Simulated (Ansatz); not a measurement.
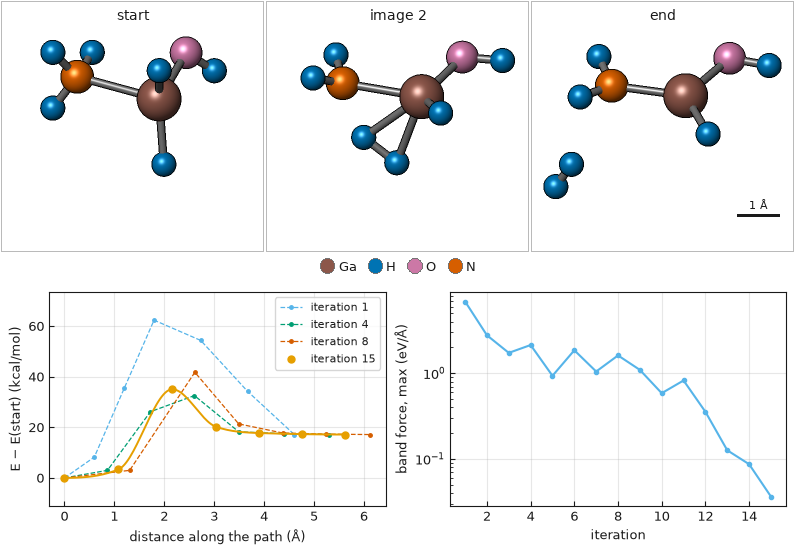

NEB run on GaNH6O. Images are numbered from 0 (start) to 6 (end). The plot follows the band through its iterations. The picture is a ball-and-stick view, seen from a free direction.

These are results of RKS PBE/def2-SVP (Ansatz 0.2.0), not measurements. Set-up: 5 movable images; climbing image; force threshold 0.05 eV/Å; iteration limit 60; starting path through a guess of the saddle point.

> How did the profile develop, and is the result final?

The result is final at these settings. The band converged in 15 iterations. The largest component of the band force went from 6.9 to 0.036 eV/Å. The climbing image converged on the top of the path. Its vibrational analysis gives one imaginary mode (1102i cm⁻¹), as a transition state must have. The first iteration put the highest image at 62.4 kcal/mol. The highest point, image 2, lies 35.0 kcal/mol above the start and 17.9 kcal/mol above the end; the end is at +17.1 kcal/mol relative to the start.
